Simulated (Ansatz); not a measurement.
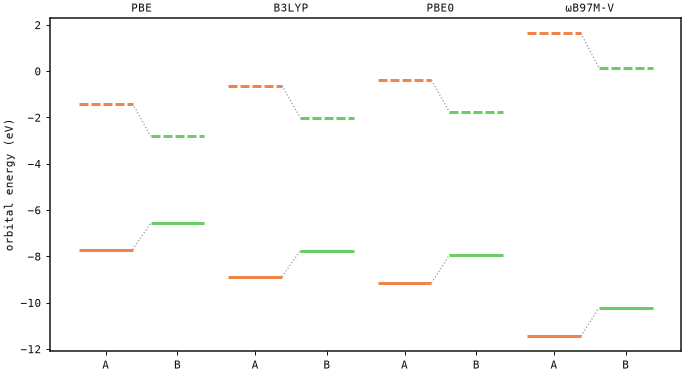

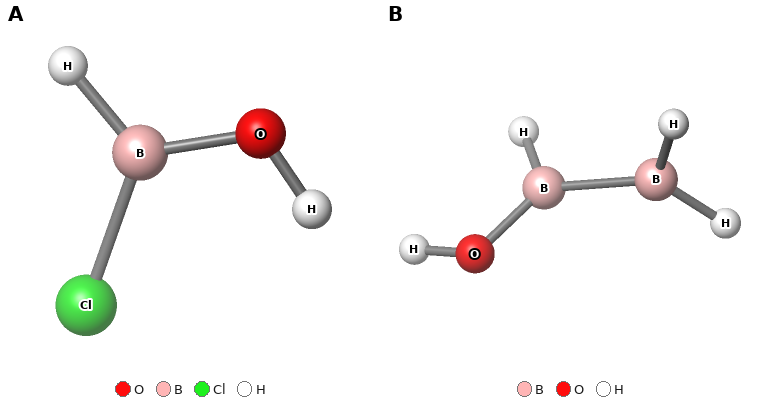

One change: A, BH₂OCl (SMILES OBCl), becomes B, B₂H₄O (SMILES BBO). Cl on B is replaced by BH₂. HOMO (solid) and LUMO (dashed) computed in def2-TZVPP at PBE0-D4/def2-TZVP geometries, both minima by their frequencies, gas phase, the Ansatz code 0.2.0. Empty levels above zero depend strongly on the basis.

**What does the change do to HOMO and LUMO?**

PBE: the HOMO rises by 1.13 eV, the LUMO falls by 1.42 eV, and the separation goes from 6.31 to 3.76 eV. B3LYP: the HOMO rises by 1.12 eV, the LUMO falls by 1.39 eV, and the separation goes from 8.26 to 5.76 eV. PBE0: the HOMO rises by 1.21 eV, the LUMO falls by 1.38 eV, and the separation goes from 8.76 to 6.17 eV. ωB97M-V: the HOMO rises by 1.21 eV, the LUMO falls by 1.47 eV, and the separation goes from 13.08 to 10.39 eV.

**Do the functionals agree on the effect?**

They agree on the direction for both levels; the HOMO shift lies between 1.12 and 1.21 eV and the LUMO shift between −1.47 and −1.38 eV, while the separations themselves differ by up to 6.8 eV between functionals.
